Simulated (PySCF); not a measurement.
# BSiH3 (SMILES B[SiH]): U-wB97X-V/STO-3G

Aim: the vertical ionisation energy of BSiH3 at U-wB97X-V/STO-3G, from 2 runs. The job is set up through a Python script.

The results are computed with PySCF 2.14.0.

8 further runs of the same task are left out: 8 set aside as unsound or not needed.

## Step 1: Starting point

BSiH3: 5 atoms, total charge 0, spin state triplet. As SMILES, `B[SiH]`. The coordinates come from a GFN2-xTB relaxation.

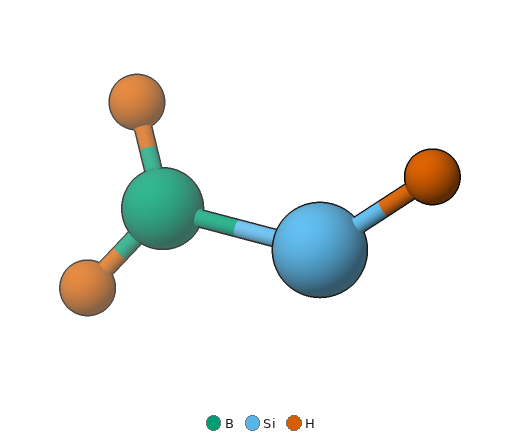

Viewed from a chosen angle; boron teal, silicon blue, hydrogen orange.

## Step 2: A single-point energy at U-wB97X-V/STO-3G

input.py

```python
from pyscf import gto, dft

mol = gto.M(
    atom='''
B     -0.206730    -0.708170     0.126670
Si     0.760780     0.829450    -0.350440
H     -1.303690    -0.620750     0.549520
H      0.263590    -1.779740     0.010050
H      0.486040     2.279200    -0.335800
''',
    spin=2,
    verbose=4,
    basis='sto-3g',
    max_memory=1860,
)

calc0 = dft.UKS(mol)
calc0.xc = 'wb97x-v'
calc0.grids.level = 5
calc0.conv_tol = 1e-10
calc0.nlcgrids.level = 1
calc0.kernel()
if not calc0.converged:
    calc0 = calc0.newton().run(calc0.mo_coeff, calc0.mo_occ)

e_final = calc0.e_tot
print('Final energy', e_final)
```

The run is started by

```bash
OMP_NUM_THREADS=1 python input.py
```

What it wrote:

```text
PySCF version 2.14.0

[INPUT] num. atoms = 5
[INPUT] num. electrons = 22
[INPUT] charge = 0
[INPUT] spin (= nelec alpha-beta = 2S) = 2
[INPUT] symmetry False subgroup None
[INPUT] Mole.unit = angstrom
[INPUT] Symbol           X                Y                Z      unit          X                Y                Z       unit  Magmom
[INPUT]  1 B     -0.206730000000  -0.708170000000   0.126670000000 AA   -0.390663081731  -1.338247349633   0.239371608199 Bohr   0.0
[INPUT]  2 Si     0.760780000000   0.829450000000  -0.350440000000 AA    1.437665841047   1.567433334020  -0.662235623093 Bohr   0.0
[INPUT]  3 H     -1.303690000000  -0.620750000000   0.549520000000 AA   -2.463617051334  -1.173047491824   1.038442299971 Bohr   0.0
[INPUT]  4 H      0.263590000000  -1.779740000000   0.010050000000 AA    0.498112909174  -3.363221172933   0.018991747552 Bohr   0.0
[INPUT]  5 H      0.486040000000   2.279200000000  -0.335800000000 AA    0.918482485584   4.307063783109  -0.634570032629 Bohr   0.0

nuclear repulsion = 36.1605377382727
number of shells = 11
number of NR pGTOs = 51
number of NR cGTOs = 17
basis = sto-3g
ecp = {}

[... 45 lines left out ...]
WARN: HOMO -0.0739626501651831 >= LUMO -0.0881548943002207
[... 46 lines left out ...]
converged SCF energy = -312.266293598227  <S^2> = 2.0006765  2S+1 = 3.0004509
Final energy -312.2662935982266
```

Wall time 20 s (1 thread of Arm Neoverse V1, shared host); peak memory 0.2 GiB.

## Step 3: The doublet cation, same level

input.py

```python
from pyscf import gto, dft

system = gto.M(
    atom=[
    ('B', (-0.206730, -0.708170, 0.126670)),
    ('Si', (0.760780, 0.829450, -0.350440)),
    ('H', (-1.303690, -0.620750, 0.549520)),
    ('H', (0.263590, -1.779740, 0.010050)),
    ('H', (0.486040, 2.279200, -0.335800)),
],
    charge=1,
    spin=1,
    max_memory=1860,
    basis='sto-3g',
    verbose=4,
)

ks = dft.UKS(system)
ks.xc = 'wb97x-v'
ks.nlcgrids.level = 1
ks.conv_tol = 1e-10
ks.grids.level = 5
ks.kernel()
if not ks.converged:
    ks = ks.newton().run(ks.mo_coeff, ks.mo_occ)

energy = ks.e_tot
print('E = %.10f Eh' % energy)
```

The run is started by

```bash
OMP_NUM_THREADS=1 python input.py
```

What it wrote:

```text
PySCF version 2.14.0

[INPUT] num. atoms = 5
[INPUT] num. electrons = 21
[INPUT] charge = 1
[INPUT] spin (= nelec alpha-beta = 2S) = 1
[INPUT] symmetry False subgroup None
[INPUT] Mole.unit = angstrom
[INPUT] Symbol           X                Y                Z      unit          X                Y                Z       unit  Magmom
[INPUT]  1 B     -0.206730000000  -0.708170000000   0.126670000000 AA   -0.390663081731  -1.338247349633   0.239371608199 Bohr   0.0
[INPUT]  2 Si     0.760780000000   0.829450000000  -0.350440000000 AA    1.437665841047   1.567433334020  -0.662235623093 Bohr   0.0
[INPUT]  3 H     -1.303690000000  -0.620750000000   0.549520000000 AA   -2.463617051334  -1.173047491824   1.038442299971 Bohr   0.0
[INPUT]  4 H      0.263590000000  -1.779740000000   0.010050000000 AA    0.498112909174  -3.363221172933   0.018991747552 Bohr   0.0
[INPUT]  5 H      0.486040000000   2.279200000000  -0.335800000000 AA    0.918482485584   4.307063783109  -0.634570032629 Bohr   0.0

nuclear repulsion = 36.1605377382727
number of shells = 11
number of NR pGTOs = 51
number of NR cGTOs = 17
basis = sto-3g
ecp = {}

[... 45 lines left out ...]
WARN: HOMO -0.0881548943002192 >= LUMO -0.0881548943002207
[... 66 lines left out ...]
converged SCF energy = -312.031155599032  <S^2> = 0.75310533  2S+1 = 2.0031029
E = -312.0311555990 Eh
```

It took 26 s on 1 thread of Arm Neoverse V1, shared host; peak memory 0.2 GiB.

## Step 4: What came out

Level: U-wB97X-V/STO-3G.

```
                                          quantity          value
                       triplet BSiH3: total energy  -312.26629 Eh
                      triplet BSiH3: dipole moment         1.73 D
 triplet BSiH3: HOMO energy (highest over α and β)       -5.46 eV
  triplet BSiH3: LUMO energy (lowest over α and β)        2.95 eV
                               triplet BSiH3: ⟨S²⟩          2.001
                      doublet cation: total energy  -312.03116 Eh
doublet cation: HOMO energy (highest over α and β)      -13.97 eV
 doublet cation: LUMO energy (lowest over α and β)       -7.02 eV
                              doublet cation: ⟨S²⟩          0.753
vertical ionisation energy (to the doublet cation)       6.398 eV
```

The vertical ionisation energy comes to 6.40 eV (148 kcal/mol). In a minimal basis such a difference can be off by several eV, whatever the method.
